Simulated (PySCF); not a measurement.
# C$_{6}$H$_{12}$O: what the fields show

```xyz
19

C    -1.1852    1.8514    0.3033
C    -1.2665    0.5898   -0.4103
C    -0.6109   -0.5596   -0.1426
C    -0.7856   -1.7255   -1.0971
C     0.4108   -0.8208    1.0041
O     1.7453   -0.8232    0.6089
C     2.1529    0.4779    0.3229
H    -0.2967    2.4594   -0.0077
H    -0.9597    1.6063    1.3684
H    -2.0395    2.5171    0.2440
H    -1.9039    0.5126   -1.2904
H    -1.6524   -2.3709   -0.7859
H     0.0393   -2.3605   -1.0904
H    -0.8802   -1.4571   -2.1965
H     0.2897   -1.8598    1.2674
H     0.2386   -0.0978    1.8232
H     1.5547    0.8901   -0.4826
H     3.2455    0.3871    0.0282
H     2.0628    1.0581    1.2277
```

Geometry: GFN2-xTB, MD frame at 250 fs, 300 K.

These are results of PySCF 2.14.0, PBE0/pcSseg-1, SCF density, gas phase, non-relativistic, not measurements.

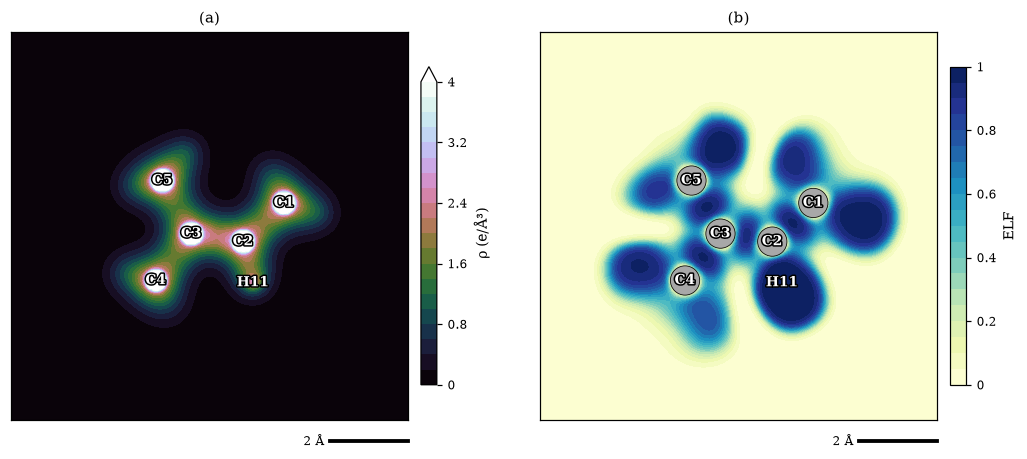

Figure 1. (a) total electron density; (b) electron localisation function on the plane of atoms C1, C2 and C3. Grey discs cover the atomic cores in the ELF map.

Question: Read the bonding off the picture.

Answer: Atoms in the plane: C and H. C–C (1.35 Å): ρ is about 2.2 e/Å³ halfway; the ELF peaks at about 0.90 between the atoms: a covalent bond. C–C (1.45 Å): ρ at the midpoint is about 1.9 e/Å³; the ELF peaks at about 0.95 between the atoms; localised, covalent bonding. C–C (1.52 Å): ρ is about 1.7 e/Å³ halfway; the ELF peaks at about 0.95 between the atoms (a shared electron pair). C–C (1.56 Å): ρ is about 1.6 e/Å³ halfway; the ELF peaks at about 0.95 between the atoms; localised, covalent bonding.

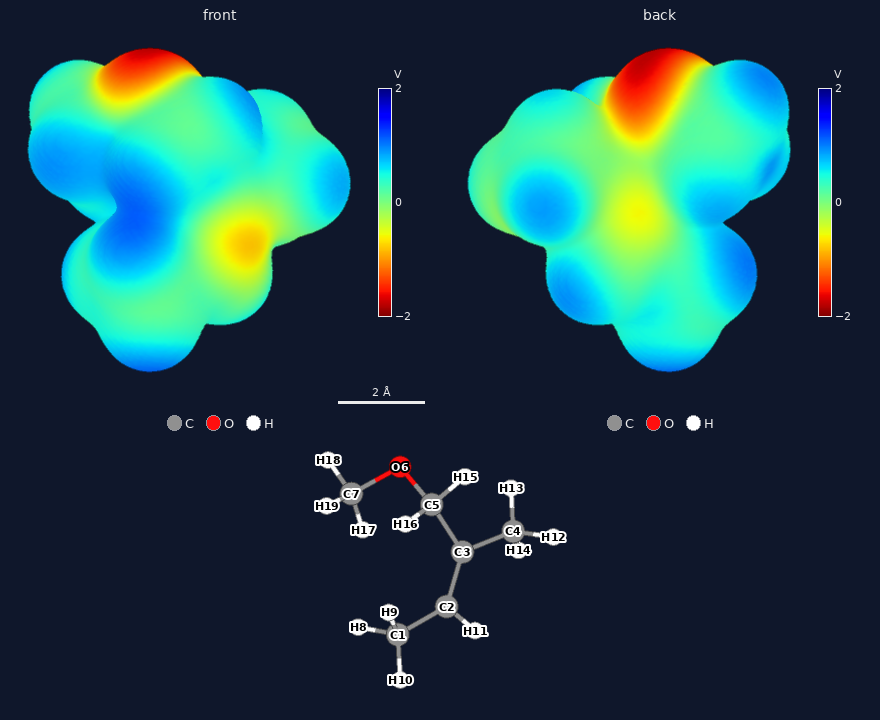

Figure 2. The molecular electrostatic potential painted on the density surface at 0.004 e/bohr³, seen from the front and from behind; red is negative and blue positive. The bare structure is drawn below in the same view.

Question: Which sites attract a positive test charge, and which a negative one?

Answer: A positive charge is drawn to the negative regions and a negative charge to the positive ones. The most negative region (about −1.8 V, or −42 kcal/mol for a unit charge) lies over O6, the most positive (about +1.1 V, or +25 kcal/mol for a unit charge) over H9, H10 and H16. O6 is the likeliest acceptor of a hydrogen bond.

Question: What dipole moment does the calculation give?

Answer: Its dipole moment is 1.34 D.
